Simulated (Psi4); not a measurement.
**GeF4 (tetrafluorogermane) at MP3/def2-SVP**

Aim: the energy change on altering one bond length of GeF4 (tetrafluorogermane) at MP3/def2-SVP, from 2 runs. 

The results are computed with Psi4 1.11.

10 further runs of the same task are left out: 7 that didn't finish, 3 set aside as unsound or not needed.

**1. The molecule**

GeF4 has 5 atoms, charge 0, and is taken as a singlet. SMILES: `[F][Ge]([F])([F])[F]`. The coordinates come from a PBE0-D4/def2-TZVP relaxation.

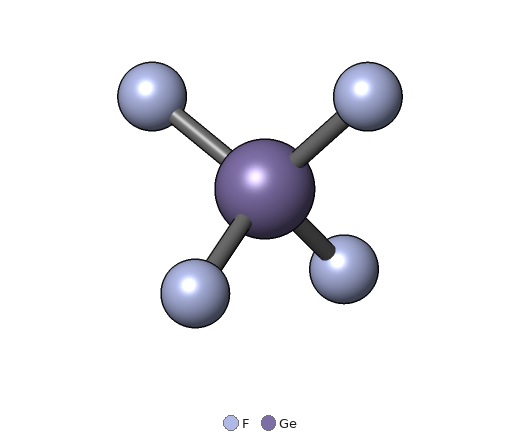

Viewed from a chosen angle; fluorine light blue, germanium purple.

**2. A single-point energy at MP3/def2-SVP**

f4ge.py

```python
import psi4

psi4.set_memory('2200 MB')
psi4.set_num_threads(1)
psi4.set_output_file('run.log', False)

geom = psi4.geometry("""
0 1
F     -0.454480     0.095450     1.626500
Ge     0.000000     0.000000     0.000000
F      1.278170    -1.095570    -0.164850
F     -1.316060    -0.525960    -0.923330
F      0.492370     1.526090    -0.538320
symmetry c1
""")

psi4.set_options({
    'reference': 'rhf',
    'puream': True,
    'e_convergence': 1e-09,
    'd_convergence': 1e-08,
    'scf_type': 'pk',
    'num_frozen_docc': 13,
    'mp_type': 'conv',
})

e_tot, wfn = psi4.energy("mp3/def2-SVP", return_wfn=True)
print(f'total energy {e_tot:.8f} hartree = {e_tot * 27.211386:.5f} eV')
```

On the command line:

```console
$ python f4ge.py
```

run.log:

```text
[...]
  Running in c1 symmetry.
[...]
  Nuclear repulsion =  453.504144493716979
[...]
  Multiplicity = 1
[...]
  Nalpha       = 34
  Nbeta        = 34
[...]
    Number of basis functions: 88
[...]
   @RHF iter   1: -2471.93540201371798   -3.90425e+00   2.24665e-02 DIIS/ADIIS
[...]
   @RHF iter  10: -2472.67636495465376   -4.09273e-12   2.35132e-09 DIIS
[...]
    Orbital Energies [Eh]
    ---------------------
    Doubly Occupied:
       1A   -405.366606     2A    -52.284954     3A    -46.387503
       4A    -46.387503     5A    -46.387503     6A    -26.333587
       7A    -26.333558     8A    -26.333558     9A    -26.333557
      10A     -7.354351    11A     -5.334958    12A     -5.334957
      13A     -5.334957    14A     -1.827154    15A     -1.827153
      16A     -1.827152    17A     -1.807954    18A     -1.807953
      19A     -1.622659    20A     -1.576902    21A     -1.576900
      22A     -1.576897    23A     -0.849536    24A     -0.755085
      25A     -0.755083    26A     -0.755079    27A     -0.708388
      28A     -0.708384    29A     -0.684947    30A     -0.684946
      31A     -0.684945    32A     -0.680296    33A     -0.680296
      34A     -0.680295
[...]
  @RHF Final Energy: -2472.67636495465376
   => Energetics <=
    Nuclear Repulsion Energy =            453.5041444937169786
    One-Electron Energy =               -4353.1899082418976832
    Two-Electron Energy =                1427.0093987935269979
    Total Energy =                      -2472.6763649546537636
[...]
 Multipole Moments:
 ------------------------------------------------------------------------------------
     Multipole            Electronic (a.u.)      Nuclear  (a.u.)        Total (a.u.)
 ------------------------------------------------------------------------------------
 L = 1.  Multiply by 2.5417464519 to convert [e a0] to [Debye]
 Dipole X            :          0.0000018            0.0000000            0.0000018
 Dipole Y            :         -0.0000174            0.0000072           -0.0000101
 Dipole Z            :          0.0000017            0.0000000            0.0000017
 Magnitude           :                                                    0.0000104
[...]
	SCS-MP2 Total Energy (a.u.)        : -2473.59209540600796
	SOS-MP2 Total Energy (a.u.)        : -2473.56665930436975
[...]
	SOS-PI-MP2 Total Energy (a.u.)     : -2473.63514348511717
[...]
	MP2 Total Energy (a.u.)            : -2473.64296760928346
[...]
	SCS-MP3 Total Energy (a.u.)        : -2473.58560075469268
[...]
	MP3 Total Energy (a.u.)            : -2473.61698900402325
[...]
```

The script printed:

```text
total energy -2473.61698900 hartree = -67310.54670 eV
```

Wall time 5.4 s (1 thread of Intel Xeon 6975P-C (Granite Rapids), shared host); peak memory 0.51 GiB.

**3. The distorted shape, same level**

f4ge.in

```
memory 2.2 GB

molecule {
  F
  Ge 1 r2
  F 2 r3 1 a3
  F 2 r4 1 a4 3 d4
  F 2 r5 1 a5 4 d5

  r2 = 1.691498
  r3 = 1.9452
  a3 = 109.46869
  r4 = 1.691504
  a4 = 109.47443
  d4 = 120.00006
  r5 = 1.691499
  a5 = 109.47042
  d5 = 119.99831
  symmetry c1
}

set globals {
  puream true
  e_convergence 1e-09
  d_convergence 1e-08
  scf_type pk
  num_frozen_docc 13
  mp_type conv
}

energy("mp3/def2-SVP")
print_variables()
```

On the command line:

```console
$ psi4 -i f4ge.in -o f4ge.out -n 1
```

f4ge.out:

```text
[...]
  Running in c1 symmetry.
[...]
  Nuclear repulsion =  438.452739342612801
[...]
  Multiplicity = 1
[...]
  Nalpha       = 34
  Nbeta        = 34
[...]
    Number of basis functions: 88
[...]
   @RHF iter   1: -2471.90825339358889   -4.24134e+00   2.23080e-02 DIIS/ADIIS
[...]
   @RHF iter  12: -2472.64205902801905   -2.72848e-12   1.28965e-09 DIIS
[...]
    Orbital Energies [Eh]
    ---------------------
    Doubly Occupied:
       1A   -405.390332     2A    -52.307655     3A    -46.410933
       4A    -46.410001     5A    -46.410001     6A    -26.347913
       7A    -26.347892     8A    -26.347891     9A    -26.295968
      10A     -7.373596    11A     -5.354104    12A     -5.354104
      13A     -5.353443    14A     -1.845357    15A     -1.845356
      16A     -1.835104    17A     -1.826577    18A     -1.826577
      19A     -1.624541    20A     -1.589545    21A     -1.589541
      22A     -1.516348    23A     -0.848954    24A     -0.757782
      25A     -0.757779    26A     -0.743338    27A     -0.712104
      28A     -0.712101    29A     -0.695742    30A     -0.695740
      31A     -0.692673    32A     -0.640451    33A     -0.639864
      34A     -0.639864
[...]
  @RHF Final Energy: -2472.64205902801905
   => Energetics <=
    Nuclear Repulsion Energy =            438.4527393426128015
    One-Electron Energy =               -4322.7112573411377525
    Two-Electron Energy =                1411.6164589705060735
    Total Energy =                      -2472.6420590280185934
[...]
 Multipole Moments:
 ------------------------------------------------------------------------------------
     Multipole            Electronic (a.u.)      Nuclear  (a.u.)        Total (a.u.)
 ------------------------------------------------------------------------------------
 L = 1.  Multiply by 2.5417464519 to convert [e a0] to [Debye]
 Dipole X            :          0.0000155           -0.0000060            0.0000095
 Dipole Y            :          0.5439370           -0.1728885            0.3710485
 Dipole Z            :         -0.1922916            0.0611178           -0.1311738
 Magnitude           :                                                    0.3935525
[...]
	SCS-MP2 Total Energy (a.u.)        : -2473.56626407912245
	SOS-MP2 Total Energy (a.u.)        : -2473.54095126475249
[...]
	SOS-PI-MP2 Total Energy (a.u.)     : -2473.61009682142458
[...]
	MP2 Total Energy (a.u.)            : -2473.61688970786281
[...]
	SCS-MP3 Total Energy (a.u.)        : -2473.55911118719359
[...]
	MP3 Total Energy (a.u.)            : -2473.58827814014739
[...]
```

Wall time 5.7 s (1 thread of Intel Xeon 6975P-C (Granite Rapids), shared host); peak memory 0.51 GiB.

**4. What came out**

Level: MP3/def2-SVP, 13 core orbitals frozen.

| quantity | value |
| --- | --- |
| first shape: total energy | -2473.61699 Eh |
| first shape: HOMO energy (Hartree–Fock orbitals) | -18.51 eV |
| first shape: LUMO energy (Hartree–Fock orbitals) | 2.45 eV |
| first shape: HOMO–LUMO gap (Hartree–Fock orbitals) | 20.96 eV |
| first shape: correlation energy (13 core orbitals frozen) | -940.6 mEh |
| distorted shape: total energy | -2473.58828 Eh |
| distorted shape: HOMO energy (Hartree–Fock orbitals) | -17.41 eV |
| distorted shape: LUMO energy (Hartree–Fock orbitals) | 1.34 eV |
| distorted shape: HOMO–LUMO gap (Hartree–Fock orbitals) | 18.75 eV |
| distorted shape: correlation energy (13 core orbitals frozen) | -946.2 mEh |
| energy change with the Ge2–F3 bond stretched from 1.691 to 1.945 Å | 0.781 eV |

**Reading.** With the Ge2–F3 bond stretched from 1.691 to 1.945 Å the energy rises by 0.78 eV (75.4 kJ/mol). The first shape isn't relaxed at this level, so the change isn't measured from a minimum.
